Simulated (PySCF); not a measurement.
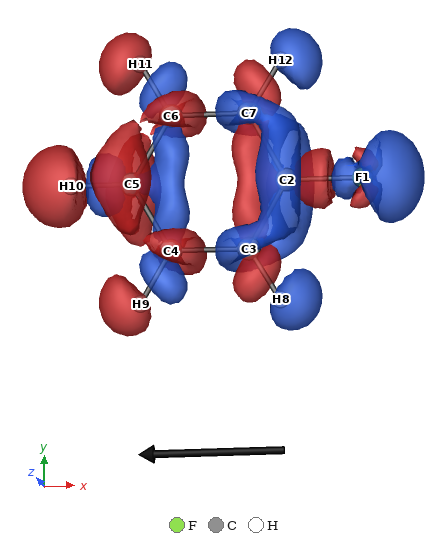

*C₆H₅F, SMILES `Fc1ccccc1`. Change of the electron density in a uniform field of 0.51 V/Å along −x (arrow), surfaces at ±0.005 e/Å³ (blue: gain, red: loss).*

Level of theory: PBE0/def2-SVPD (PySCF), at a geometry from GFN2-xTB. No frequency check shows the geometry to be a minimum.

Geometry (Å), atoms numbered from 1:

```
F1       2.2747    0.0001    0.0000
C2       0.9240   -0.0001    0.0000
C3       0.2549   -1.2101    0.0000
C4      -1.1292   -1.2007    0.0000
C5      -1.8196    0.0000    0.0000
C6      -1.1292    1.2007    0.0000
C7       0.2549    1.2101    0.0000
H8       0.8146   -2.1322    0.0000
H9      -1.6687   -2.1357    0.0000
H10     -2.8990    0.0003    0.0000
H11     -1.6687    2.1357    0.0000
H12      0.8146    2.1322    0.0000
```

What dipole is induced, and what polarisability does it imply?

Answer. The induced dipole is 2.02 D (along the field); α along this axis, from the fields in both directions, is 80 bohr³ (11.9 Å³).

Which atoms gain and lose the most charge?

Answer. Electrons gather most on F1 (Hirshfeld charge changes by −0.032 e) and leave H10 most (+0.026 e); 0.157 electrons are displaced in all.
